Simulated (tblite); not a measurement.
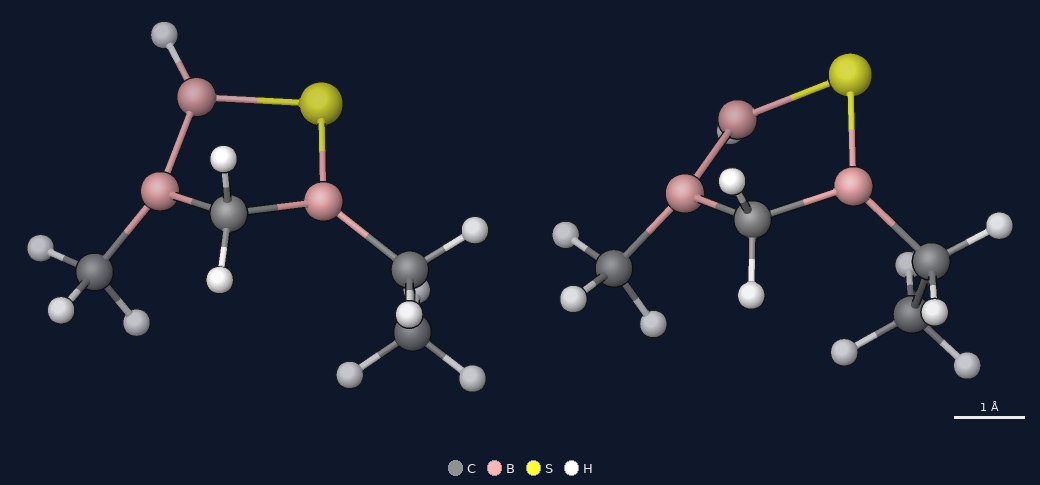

Two geometries of C₄H₁₁B₃S, drawn at one scale. One is the start of a relaxation, the other its converged end. The picture is a ball-and-stick view, seen from a free direction.

The calculation used GFN2-xTB geometry optimisation, gas phase (tblite 0.8.0). 

Which of the two is the end point?

The left one is the relaxed one. Over 72 geometry steps the energy falls by 93.1 kJ/mol. An H atom moves most after the best rigid fit: 1.68 Å. Largest moves by element: H 1.68 Å, S 0.68 Å, B 0.47 Å, C 0.39 Å. Near-neighbour distances that change, for instance: B–S 1.886 → 1.793 Å, B–S 1.895 → 1.825 Å, C–H 1.124 → 1.092 Å, C–C 1.519 → 1.538 Å. Bond angles that change, for instance: B–B–H 118.6° → 138.2°, C–B–B 119.3° → 129.0°, B–C–B 105.7° → 97.7°. Groups turn about B–S by about 30°, B–C by about 25°. Cost: 0.92 s on 1 thread of Arm Neoverse N1, with other jobs on the host.
